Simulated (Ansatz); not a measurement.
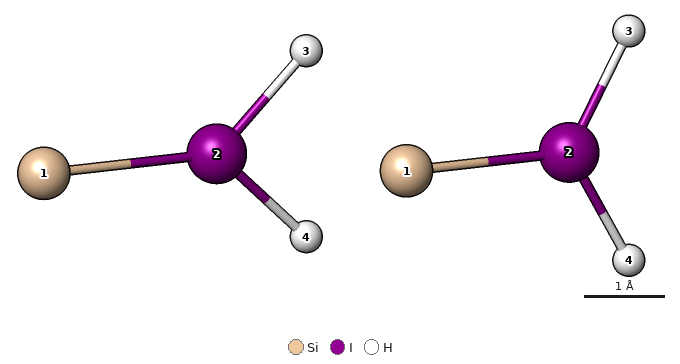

Two geometries of SiH₂I (charge +1), drawn at one scale. One is the start of a relaxation, the other its converged end. Style: ball-and-stick. Shown at a tilt.

Computed with RKS PBE-D4/def2-SVP (Ansatz 0.2.0). Set-up: force threshold 0.03 eV/Å; at most 250 steps.

Which geometry has the lower energy?

The left one is the relaxed one. It is one of the separated reactants of a reaction. Over 5 geometry steps the energy falls by 1.047 eV. Largest force component: 1.8 eV/Å at the start, 0.01 eV/Å at the end. The largest moves after the best rigid fit, 0.37 Å, are those of H3 and H4. By element the largest moves are H 0.37 Å, Si 0.32 Å, I 0.18 Å. Near-neighbour distances that change, for instance: Si1–I2 2.304 → 2.450 Å, I2–H3 1.700 → 1.744 Å. Among the angles between lasting bonds that change: H3–I2–H4 120.3° → 86.6°, Si1–I2–H3 119.8° → 136.7°. The run took 6.5 s on 2 threads of Arm Neoverse V1 (shared host).
